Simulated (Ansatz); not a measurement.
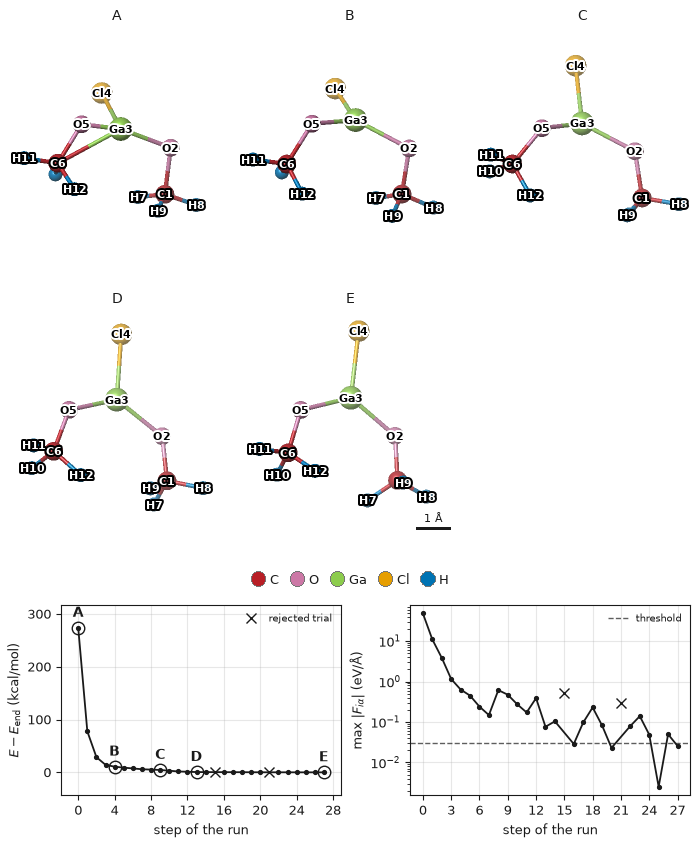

Frames of a relaxation of C2H6ClGaO2 (coarse preliminary run), marked on the history of the run. The picture is a ball-and-stick view, seen at a tilt.

The start comes from a force field.

These are results of Ansatz 0.2.0, RKS PBE-D4/def2-SVP, not measurements. Set-up: force threshold 0.03 eV/Å; at most 200 steps.

What happens along the run?

Cl4 moves most after the best rigid fit: 1.70 Å. Largest moves by element: Cl 1.70 Å, Ga 1.10 Å, H 0.86 Å, O 0.74 Å, C 0.22 Å. Some distances before and after: Ga3–C6 2.187 → 2.849 Å, Ga3–Cl4 2.749 → 2.136 Å, Ga3–O5 1.267 → 1.794 Å, C1–H9 1.064 → 1.115 Å. Bond angles that change, for instance: O2–Ga3–O5 167.1° → 126.8°, O2–Ga3–Cl4 86.5° → 116.6°, Cl4–Ga3–O5 94.7° → 116.6°. Over 25 accepted moves (27 points after the start) the energy falls by 273.6 kcal/mol. The largest force component goes from 48 to 0.026 eV/Å. The line search rejected the trial steps at points 15, 21 of the run. The forces were under the threshold at step 16, but the run went on from there. From step 0 to 4: Ga3 moves most (0.67 Å), energy −262.9 kcal/mol. From step 4 to 9: H atoms move most (0.82 Å), energy −6.20 kcal/mol. From step 9 to 13: Cl4 moves most (0.59 Å), energy −3.97 kcal/mol. From step 13 to 27: H7 moves most (0.84 Å), energy −0.55 kcal/mol.
